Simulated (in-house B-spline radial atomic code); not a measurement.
System: Tc³⁺ (Z = 43, 40 electrons), configuration [Kr] 4d4 (open shells shared over both j by 2j + 1). It is put inside a hard spherical wall of varying radius. The calculation used an in-house B-spline radial code at this level: Dirac-Coulomb LDA (Slater, VWN5), spherical fractional occupations, Fermi nucleus, hard spherical wall, basis-set limit. Wanted, and plotted below: the outer orbital energies, on a scale that is linear within ±10 eV and logarithmic beyond.

The levels rise as the wall closes in: 4d5/2 goes from −35.2 eV at 9.12 bohr to 161.4 eV at 1.28 bohr and passes zero between 2.1 and 1.66 bohr. No two of the levels drawn cross. The fastest to rise is 4d5/2 (by 196.6 eV), the slowest 4s (by 155.4 eV): the wall presses hardest on the most extended orbitals.

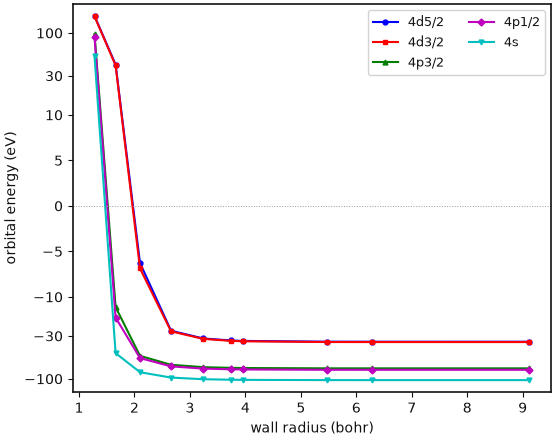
